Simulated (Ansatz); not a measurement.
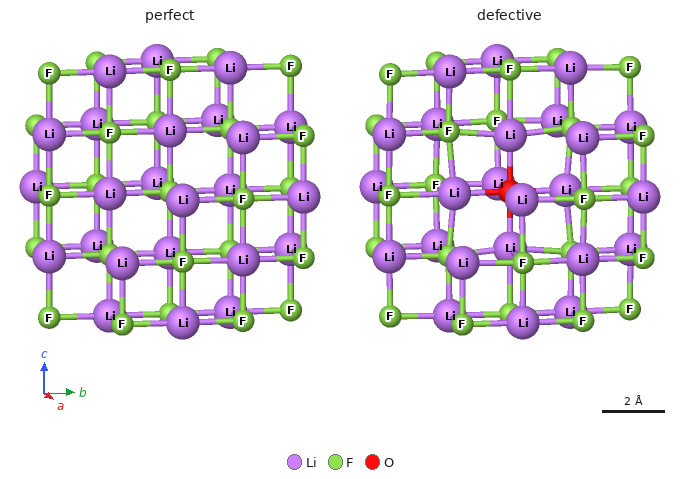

Left: perfect LiF. Right: the same region with one point defect, after relaxing the atoms in a supercell of 54 sites. A ball-and-stick model of the atoms within 6.0 Å of one point, in a slice 4.2 Å thick across the line of sight, seen slightly off an axis.

The calculation used DFT, PBE, plane-wave PAW, default files, scalar-relativistic in Ansatz 0.2.0. Set-up: plane-wave cutoff 420 eV; k-point mesh 3 × 3 × 3; occupations fermi dirac; smearing width 0.01 eV; no spin polarisation. A uniform background neutralises the charged cell. The axes drawn are those of the host's conventional cell.

Question: What kind of defect was made?

Answer: A fluorine atom is replaced by oxygen.

The charge state of the cell is −1.

Question: What does the relaxation do around it?

Answer: In the host the F atom has 6 Li at 2.01 Å; the O atom ends with 6 Li at 1.86 Å. Of the host's atoms, a lithium atom moves furthest from its site, by 0.15 Å. Relaxing the atoms from the host's sites lowers the energy by 0.91 eV.

Limits of the set-up: the cell is charged, on a uniform background, and energies carry no finite-size correction.
